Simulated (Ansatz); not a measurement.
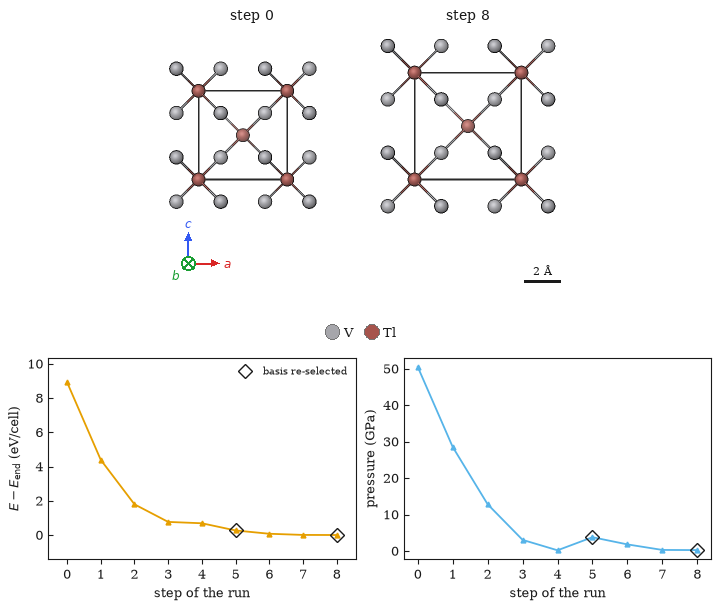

First and last geometry of a relaxation of solid TlV$_{2}$ (built on the cuprite_224 type) (coarse preliminary run), with the history of the run. A ball-and-stick model of the cell of the calculation, seen along the b axis.

Case: cuprite type (Pn-3m, No. 224).

Theory: DFT PBE, scalar-relativistic, plane waves, PAW (Ansatz).

Input
```yaml
crystal:
  lattice:
    - [4.9867419675, 0.0, 0.0]
    - [0.0, 4.9867419675, 0.0]
    - [0.0, 0.0, 4.9867419675]
  atoms:
    - { symbol: V, position: [0.25, 0.25, 0.25], spin: 1.54 }
    - { symbol: V, position: [0.25, 0.75, 0.75], spin: 1.54 }
    - { symbol: V, position: [0.75, 0.75, 0.25], spin: 1.54 }
    - { symbol: V, position: [0.75, 0.25, 0.75], spin: 1.54 }
    - { symbol: Tl, position: [0.0, 0.0, 0.0] }
    - { symbol: Tl, position: [0.5, 0.5, 0.5] }
basis:
  ecutwfc: 420
kpoints:
  mp_grid: { grid: [4, 4, 4] }
hamiltonian:
  xc: pbe
scf:
  occupations: { method: gaussian, width: 0.1 }
  lower_state_search: "off"
output:
  forces: true
  stress: true
  eigenvalues: true
  populations: true
magnetization:
  spin_polarized: true
relax:
  adjacent_minimum: "off"
  f_tol: 0.04
  max_steps: 70
  cell: { stress_tol: 0.4 }
```

Command:
```bash
ansatz run input.yaml --threads 1 --pin off --max-ram 2560MiB --backend cpu --events-out ev --progress --plain --runs-dir out
```

### Read the history and describe the run.

It converged. Over 6 accepted moves (8 points after the start) the energy falls by 8.923 eV per cell of the calculation. All forces vanish by symmetry, so only the cell relaxes. The pressure goes from 50.49 to 0.24 GPa. The SCF was repeated twice at an unchanged geometry on a basis and grid sized afresh for the cell, which shifted the energy by 0.421 eV per cell of the calculation at most. No atom moves by more than 0.005 Å relative to the cell. The volume changes by +75.2 %, with a = b = c 4.987 → 6.011 Å (+20.5 %). Near-neighbour distances that change, for instance: V1–Tl5 2.159 → 2.603 Å. The space group stays Pn-3m (No. 224). Cost: 120 s on 1 thread of Arm Neoverse V2 (shared host), peak memory 0.58 GiB.
